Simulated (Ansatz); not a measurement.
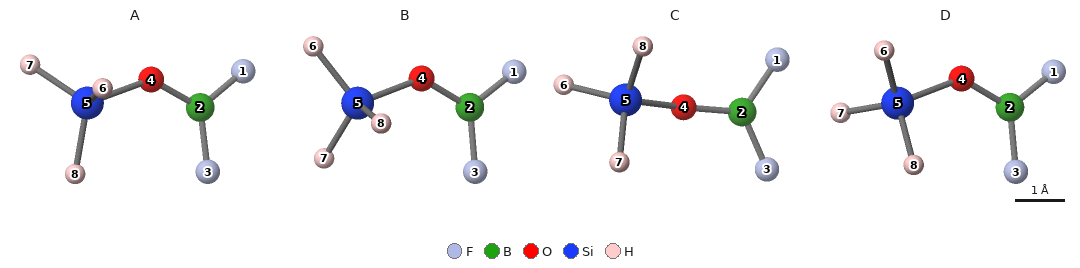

4 geometries from a converged minimum-energy path of BSiH3OF2, shuffled. A ball-and-stick model, seen at a tilt.

Method: RKS B3LYP-D4/def2-SVP in Ansatz. Settings: 5 movable images; climbing image; force threshold 0.05 eV/Å; iteration limit 34; starting path through a guess of the saddle point.

Which frame is the transition state?

Answer. C. In order along the path, whose images run from 0 to 6: A (image 1, +0.16 kcal/mol), D (image 2, +0.10 kcal/mol), B (image 3, +0.05 kcal/mol), C (image 5, +1.71 kcal/mol). The motion is an in-plane inversion: the angle B2–O4–Si5 opens from 134° to 162° on the way and closes on the other side (139° at the end). No bond forms or breaks between the ends. Bond angles that change up to the highest image, for instance: B2–O4–Si5 134.1° → 161.6°, O4–Si5–H7 106.5° → 109.3°.
